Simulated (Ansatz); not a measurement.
## BaHfO3: pressure series

Start from BaHfO₃ in the cubic perovskite structure (space group Pm-3m, No. 221; a = 4.206 Å).

Cell and atoms are relaxed at each pressure.

Computed with PBE (Ansatz, a program for electronic structure; PAW; 420 eV plane waves; without spin-orbit coupling).

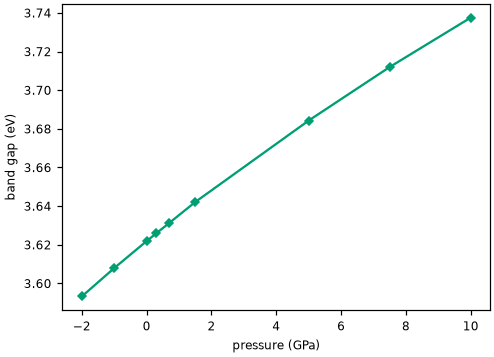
Figure: Band gap against pressure

Question: From the plot, what is the band gap for pressure −2 GPa?

Answer: About 3.59 eV.

Question: Is the trend monotonic over the range shown?

Answer: Yes, it rises throughout, spanning 3.59 eV to 3.74 eV.

Spin-orbit coupling, missing from the scalar runs, can matter with Hf. Load acts through the strain it causes; cell and atoms are relaxed under it. Stability against distortions was not tested. Competing high-pressure phases were not computed.
